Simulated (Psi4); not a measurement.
# GaSiH7O (SMILES [SiH3][OH+][GaH3-]): M06-L/6-31G(d) (spherical functions)

What is the energy change on altering one bond length of GaSiH7O at M06-L/6-31G* (spherical functions)? 

The results are computed with Psi4 1.11.

7 further runs of the same task are left out: 5 that didn't finish, 2 set aside as unsound or not needed. Runs told in other sessions of the task aren't counted.

## Step 1: The structure to begin with

GaSiH7O: 10 atoms, total charge 0, spin state singlet. SMILES: `[SiH3][OH+][GaH3-]`. The shape is that of a PBE0-D4/def2-TZVP optimisation.

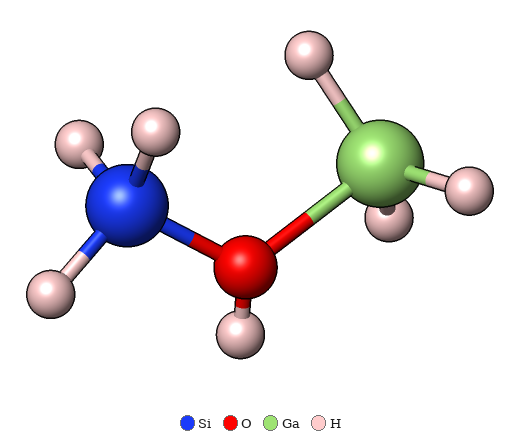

Viewed from a chosen angle; silicon blue, oxygen red, gallium green, hydrogen pink.

## Step 2: Energy and gradient at M06-L/6-31G(d) (spherical functions)

The input, input.json:

```json
{
  "schema_name": "qcschema_input",
  "schema_version": 1,
  "molecule": {
    "schema_name": "qcschema_molecule",
    "schema_version": 2,
    "symbols": ["Si", "O", "Ga", "H", "H", "H", "H", "H", "H", "H"],
    "geometry": [-0.91595025, 1.28520274, -2.43642389, -1.45924651, -0.441629, 0.1842483, 1.66692741, -1.04123909, 2.78772398, -3.33933503, 1.39839733, -3.84559266, 1.05068773, 0.07691185, -4.01547904, -0.13152494, 3.80439663, -1.53918193, -2.50180842, -1.91769407, 0.01908623, 0.57939003, 0.27703385, 5.21621102, 3.56326758, 0.47904557, 1.04426266, 1.64462865, -4.01680185, 2.59062554],
    "molecular_charge": 0,
    "molecular_multiplicity": 1,
    "fix_symmetry": "c1",
    "fix_com": true,
    "fix_orientation": true
  },
  "driver": "gradient",
  "model": {
    "method": "m06-l",
    "basis": "6-31G*"
  },
  "keywords": {
    "puream": true,
    "e_convergence": 1e-09,
    "d_convergence": 1e-08,
    "scf_type": "pk",
    "dft_radial_points": 99,
    "dft_spherical_points": 590,
    "scf_properties": ["DIPOLE", "LOWDIN_CHARGES", "WIBERG_LOWDIN_INDICES"]
  }
}
```

Started as:

```
$ psi4 --qcschema input.json -n 1 --memory 2200MB
```

stdout, shortened:

```text
[...]
  Running in c1 symmetry.
[...]
  Nuclear repulsion =  256.165787704500872
[...]
  Multiplicity = 1
[...]
  Nalpha       = 30
  Nbeta        = 30
[...]
    Number of basis functions: 78
[...]
   @RKS iter   1: -2291.24700416915221   -1.48523e+00   3.93538e-02 DIIS/ADIIS
[...]
   @RKS iter  13: -2293.41751488664477   -5.45697e-12   4.27439e-09 DIIS
[...]
    Orbital Energies [Eh]
    ---------------------
    Doubly Occupied:
       1A   -371.883161     2A    -65.872796     3A    -45.811286
       4A    -40.470121     5A    -40.466929     6A    -40.466798
       7A    -19.037920     8A     -5.487905     9A     -5.291295
      10A     -3.727544    11A     -3.718255    12A     -3.717833
      13A     -3.603157    14A     -3.599086    15A     -3.598602
      16A     -1.039344    17A     -0.727227    18A     -0.723230
      19A     -0.722676    20A     -0.718955    21A     -0.718856
      22A     -0.573509    23A     -0.488193    24A     -0.432403
      25A     -0.384228    26A     -0.358345    27A     -0.337472
      28A     -0.314826    29A     -0.252482    30A     -0.247592
[...]
  @RKS Final Energy: -2293.41751488664477
   => Energetics <=
    Nuclear Repulsion Energy =            256.1657877045008718
    One-Electron Energy =               -3703.3274391682530222
    Two-Electron Energy =                1260.8953046912283753
    DFT Exchange-Correlation Energy =    -107.1511681141211483
    Empirical Dispersion Energy =           0.0000000000000000
    VV10 Nonlocal Energy =                  0.0000000000000000
    Total Energy =                      -2293.4175148866447671
[...]
 Multipole Moments:
 ------------------------------------------------------------------------------------
     Multipole            Electronic (a.u.)      Nuclear  (a.u.)        Total (a.u.)
 ------------------------------------------------------------------------------------
 L = 1.  Multiply by 2.5417464519 to convert [e a0] to [Debye]
 Dipole X            :        -29.0415718           28.0427797           -0.9987920
 Dipole Y            :         17.6884304          -17.7173161           -0.0288857
 Dipole Z            :        -54.3652435           53.2534271           -1.1118164
 Magnitude           :                                                    1.4948430
[...]
  -Total Gradient:
     Atom            X                  Y                   Z
    ------   -----------------  -----------------  -----------------
       1       -0.002128980912    -0.005444313347     0.008620588112
       2        0.000641731226    -0.001039970715    -0.006944226566
       3       -0.001412828708     0.000161100284    -0.001051731380
       4       -0.002648418579    -0.000104261557    -0.001103248574
       5        0.002022097193    -0.001743031897    -0.001077741727
       6        0.001027811840     0.003316848260     0.001051127008
       7        0.003360962314     0.004936423749     0.000710729310
       8        0.000931590492    -0.001068691110    -0.002151484545
       9       -0.001684992798    -0.001322122698     0.001509242380
      10       -0.000026821848     0.002643598740     0.000086028777
[...]
```

Wall time 29 s (1 thread of AMD EPYC 9R45 (Zen 5), shared host); peak memory 1.5 GiB.

## Step 3: The distorted shape: a single-point energy at M06-L/6-31G(d) (spherical functions)

The input, gah7osi.py:

```python
import psi4

psi4.set_memory('2200 MB')
psi4.set_num_threads(1)
psi4.set_output_file('run.log', False)

m = psi4.geometry("""
Si    -0.816792    -0.386419    -1.669154
O     -1.104292    -1.300219    -0.282354
Ga     0.550008    -1.617519     1.095346
H     -2.099192    -0.326519    -2.414854
H      0.223908    -1.025819    -2.504754
H     -0.069600     2.013200    -0.814500
H     -1.655992    -2.081319    -0.369754
H     -0.025492    -0.919919     2.380446
H      1.553508    -0.813019     0.172746
H      0.538208    -3.192119     0.991046
symmetry c1
no_reorient
no_com
""")

psi4.set_options({
    'basis': '6-31G*',
    'puream': True,
    'e_convergence': 1e-09,
    'd_convergence': 1e-08,
    'scf_type': 'pk',
    'dft_radial_points': 99,
    'dft_spherical_points': 590,
})

result, w = psi4.energy('m06-l', molecule=m, return_wfn=True)
print(f'm06-l energy: {result:.10f} Eh')
```

Started as:

```
$ python gah7osi.py
```

run.log, shortened:

```text
[...]
  Running in c1 symmetry.
[...]
  Nuclear repulsion =  252.604080951678867
[...]
  Multiplicity = 1
[...]
  Nalpha       = 30
  Nbeta        = 30
[...]
    Number of basis functions: 78
[...]
   @RKS iter   1: -2291.08248946864251   -1.47298e+00   3.94224e-02 DIIS/ADIIS
[...]
   @RKS iter  15: -2293.28958863609887   -1.81899e-11   5.03805e-09 DIIS
[...]
    Orbital Energies [Eh]
    ---------------------
    Doubly Occupied:
       1A   -371.886295     2A    -65.920097     3A    -45.814469
       4A    -40.473353     5A    -40.470084     6A    -40.469952
       7A    -19.053143     8A     -5.491068     9A     -5.331162
      10A     -3.730893    11A     -3.721317    12A     -3.720907
      13A     -3.642525    14A     -3.641265    15A     -3.637762
      16A     -1.053973    17A     -0.730647    18A     -0.726483
      19A     -0.725950    20A     -0.721984    21A     -0.721874
      22A     -0.582318    23A     -0.498805    24A     -0.438865
      25A     -0.390743    26A     -0.362094    27A     -0.332412
      28A     -0.261096    29A     -0.252146    30A     -0.245586
[...]
  @RKS Final Energy: -2293.28958863609887
   => Energetics <=
    Nuclear Repulsion Energy =            252.6040809516788670
    One-Electron Energy =               -3695.5486007212248296
    Two-Electron Energy =                1256.6349073229143869
    DFT Exchange-Correlation Energy =    -106.9799761894673793
    Empirical Dispersion Energy =           0.0000000000000000
    VV10 Nonlocal Energy =                  0.0000000000000000
    Total Energy =                      -2293.2895886360988698
[...]
 Multipole Moments:
 ------------------------------------------------------------------------------------
     Multipole            Electronic (a.u.)      Nuclear  (a.u.)        Total (a.u.)
 ------------------------------------------------------------------------------------
 L = 1.  Multiply by 2.5417464519 to convert [e a0] to [Debye]
 Dipole X            :          7.8584953           -8.9834330           -1.1249376
 Dipole Y            :        136.0785302         -136.6276165           -0.5490863
 Dipole Z            :        -12.1284806           10.9020454           -1.2264351
 Magnitude           :                                                    1.7524621
[...]
```

On the terminal:

```text
m06-l energy: -2293.2895886361 Eh
```

Wall time 26 s (1 thread of AMD EPYC 9R45 (Zen 5), shared host); peak memory 1.5 GiB.

## Step 4: Results

At M06-L/6-31G* (spherical functions):

| quantity | value |
| --- | --- |
| first shape: total energy | -2293.41751 Eh |
| first shape: dipole moment | 3.80 D |
| first shape: HOMO energy | -6.74 eV |
| first shape: LUMO energy | -0.95 eV |
| first shape: HOMO–LUMO gap | 5.79 eV |
| first shape: largest force on an atom | 0.536 eV/Å |
| distorted shape: total energy | -2293.28959 Eh |
| distorted shape: dipole moment | 4.45 D |
| distorted shape: HOMO energy | -6.68 eV |
| distorted shape: LUMO energy | -3.68 eV |
| distorted shape: HOMO–LUMO gap | 3.00 eV |
| energy change with the Si1–H6 bond stretched from 1.475 to 2.655 Å | 3.481 eV |

**Reading.** With the Si1–H6 bond stretched from 1.475 to 2.655 Å the energy rises by 3.48 eV (336 kJ/mol). The first shape isn't relaxed at this level, so the change isn't measured from a minimum. A restricted reference can't describe the breaking bond well at this length. The largest force (first shape) is 0.54 eV/Å: the shape isn't a stationary point for this species at this level.
